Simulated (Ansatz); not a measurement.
**InP (zinc blende): frozen-phonon scan**

Starting cell, InP (zinc blende):

```xyz
4
Lattice="0.0000 5.9073 5.9073 2.9537 2.9537 5.9073 2.9537 2.9537 0.0000" Properties=species:S:1:pos:R:3 pbc="T T T"
P      4.4305     4.4305     4.4305
P      4.4305     7.3841     7.3841
In     0.0000     0.0000     0.0000
In     2.9537     5.9073     2.9537
```

A phonon eigenvector at X = (0.5, 0.5, 0.0) is frozen into this cell: atom i moves by Q times the vector below, so Q is the largest atomic displacement, in Å. The cell is held. It is one choice among 2 degenerate patterns. (q is in reciprocal vectors of the primitive cell; the cell shown is doubled to hold the pattern.)

```tsv
atom	x	y	z
P1	0.000	-1.000	0.000
P2	0.000	1.000	0.000
In3	0.198	0.000	0.000
In4	-0.198	0.000	0.000
```

Calculation: r2SCAN (plane waves to 500 eV, PAW, scalar-relativistic; Ansatz, an electronic-structure program). k mesh 10×10×10 (Γ-centred), Fermi-Dirac smearing 0.05 eV. Energies are smeared free energies. Compression counts positive. InP was relaxed with its symmetry unable to fall. The PAW data are Ansatz's earlier set. ΔE is measured from the undisplaced structure.

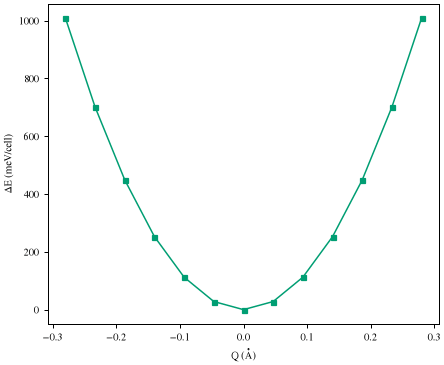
Fig. 1. ΔE (meV/cell) against Q (Å); markers are the computed points, lines only join them.

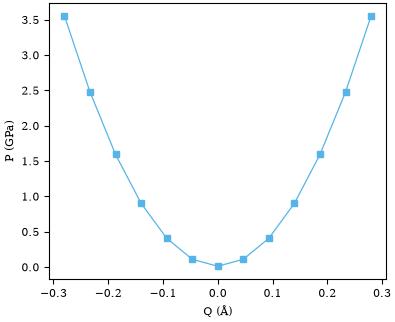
Figure. P (GPa) against Q (Å); computed points joined by lines.

The energy at Q = 0.280 Å is 1009 meV/cell. Harmonic wavenumber from the curvature (finite differences): 314 cm⁻¹. Space group of the distorted cell: C222_1 (No. 20), lowered from F-43m. Shape of the curve: a single well with its minimum at or next to zero displacement. Wavenumber by perturbation theory (DFPT, on another k mesh): 314 cm⁻¹.

E″ = 25.76 eV/Å², M = Σ mᵢ|uᵢ|² = 70.9 u, ν̃ = 521.5·√(|E″|/M).

(A displaced cell: forces are minus the slopes of the energy, force constants its curvatures, and phonons follow from these.)
